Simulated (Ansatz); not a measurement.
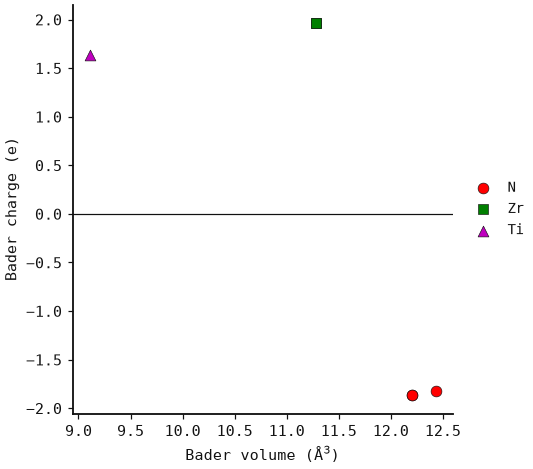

Bader charges of the atoms (positive: electrons lost), against the volumes of their basins.

System: Zr2TiN3, space group I4/mmm, 6 atoms in the cell.

Method: DFT PBE, scalar-relativistic, plane waves, PAW, no spin polarisation, 16×16×16 k mesh, 420 eV cutoff, Gaussian smearing of 0.1 eV (Ansatz 0.2.0).

### What are the charges by element?

The Bader charges are Zr +1.96 e, Ti +1.63 e and N −1.85 e. Summed over the cell, Zr gives up most (3.9 e) and N takes most (5.6 e).

### Which atoms take the most room?

N has the largest basins, 12.3 Å³ on average, and Ti the smallest, 9.1 Å³.

The structure is an invented one, so it need not be a known or stable phase.
